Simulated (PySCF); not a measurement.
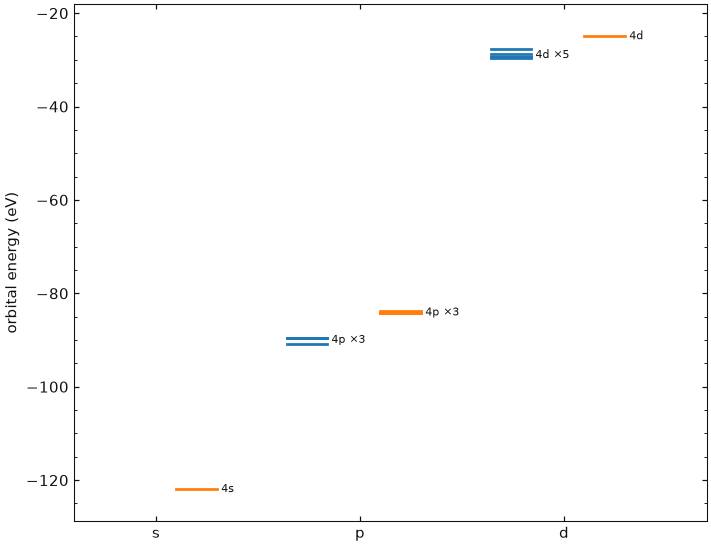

**Figure 1.** Orbital energies of the mean field, from the top down to −121.9 eV, by angular momentum, α spin at the left of each column and β at the right; ×n counts the orbitals under one label. The highest filled orbital is 4d β at −24.9 eV, the lowest empty one s α at −15.4 eV.

Run report: Ru²⁺, atomic calculation

System: Ru²⁺, configuration 1s2 2s2 2p6 3s2 3p6 3d10 4s2 4p6 4d6, multiplicity 5.
Method: unrestricted HF, jorge-DZP-DKH, spin-free X2C-1e, Gaussian nucleus (PySCF).

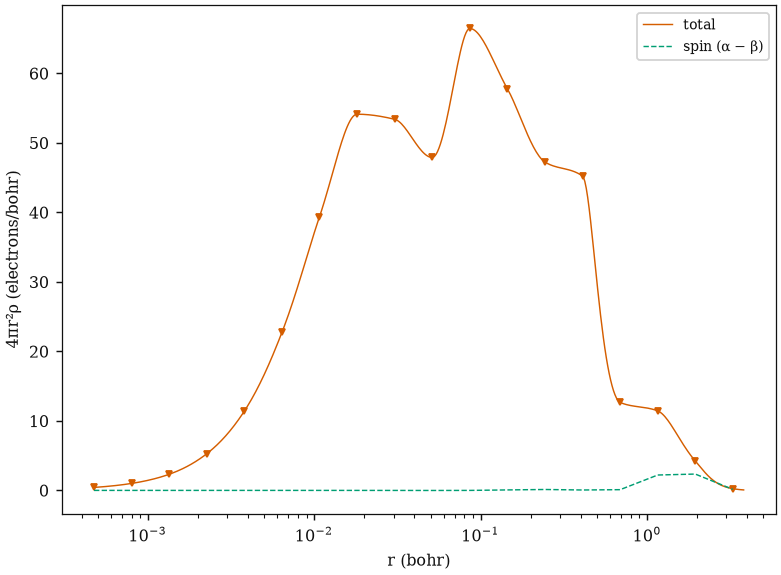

**Figure 2.** Spherically averaged radial density 4πr²ρ of the mean field and its spin part; markers are the stored points, which are sparse, and the line is a monotone interpolation between them. The largest stored value is 66.5 electrons/bohr at r = 0.086 bohr. Root-mean-square radii of the shells: 3d 0.415, 3s 0.428, 3p 0.431, 4s 1.06, 4p 1.17, 4d 1.84 bohr.

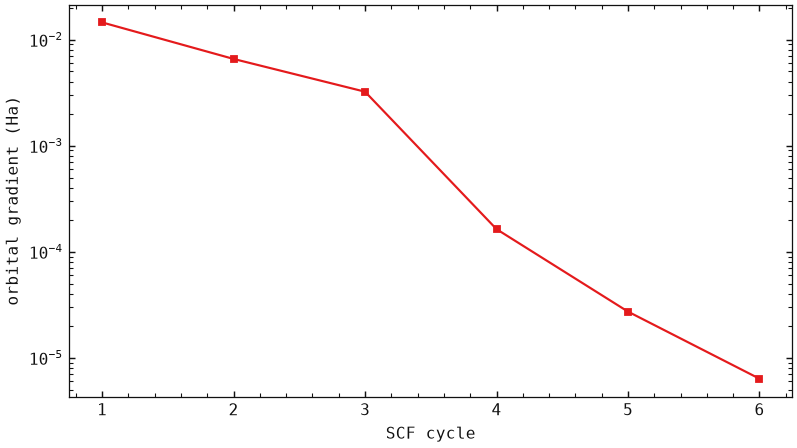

**Figure 3.** Convergence: orbital gradient against the SCF cycle. The residual falls at every step. It goes from 0.015 to 6.3×10⁻⁶ in 6 steps.

Input and output of the run follow.

### Input
```python
from pyscf import gto, scf, dft, mp, cc
import basis_set_exchange as bse
mol = gto.M(atom="Ru 0 0 0", charge=2, spin=4, symmetry="D2h",
            basis=gto.basis.parse(bse.get_basis("jorge-DZP-DKH", elements=["Ru"], fmt="nwchem", header=False)),
            nucmod="G")
mf = scf.UHF(mol).sfx2c1e()
mf.irrep_nelec = {'Ag': (8, 6), 'B1g': (2, 2), 'B2g': (2, 1), 'B3g': (2, 1), 'B1u': (3, 3), 'B2u': (3, 3), 'B3u': (3, 3)}
mf.kernel()
```

The script is an equivalent of what the driver set up; the driver started from orbitals of its own, so the log can be shorter than this script's would be, and it computed the properties (radii, ⟨L²⟩, response) afterwards. It held the occupations shell by shell, which the script's counts by irreducible representation don't always enforce.

Launched within a batch (the task file carries these settings):
```bash
OMP_NUM_THREADS=1 python <driver script> TASK.json OUT
```

### Log (extracts)
```
damping factor = 0
level_shift factor = 0
DIIS = <class 'pyscf.scf.diis.CDIIS'>
diis_start_cycle = 1
diis_space = 10
diis_damp = 0
SCF conv_tol = 1e-09
SCF conv_tol_grad = None
number electrons alpha = 23  beta = 19
cycle= 1 E= -4525.26444797987  delta_E= -0.00246  |g|= 0.0145  |ddm|= 0.0714
cycle= 2 E= -4525.26476708294  delta_E= -0.000319  |g|= 0.00656  |ddm|= 0.0371
cycle= 3 E= -4525.26491717655  delta_E= -0.00015  |g|= 0.00322  |ddm|= 0.0322
cycle= 4 E= -4525.26496830865  delta_E= -5.11e-05  |g|= 0.000163  |ddm|= 0.032
cycle= 5 E= -4525.26496835854  delta_E= -4.99e-08  |g|= 2.72e-05  |ddm|= 0.000827
cycle= 6 E= -4525.26496835932  delta_E= -7.79e-10  |g|= 6.34e-06  |ddm|= 5.41e-05
converged SCF energy = -4525.26496835932  <S^2> = 6.004314  2S+1 = 5.0017253
```

### Key numbers

- outcome: converged
- total energy: −4525.2650 hartree
- ⟨S²⟩: 6.004
- ⟨L²⟩: 6.05
- SCF iterations: 6
- hardware: 1 thread of AMD EPYC, 163 GiB of memory available, shared host

### Remarks

Radii and densities are those of the two-component orbitals, without the picture-change correction, so the innermost s shells come out slightly too small (about 1 % for 1s near Z = 40, more for heavier atoms).
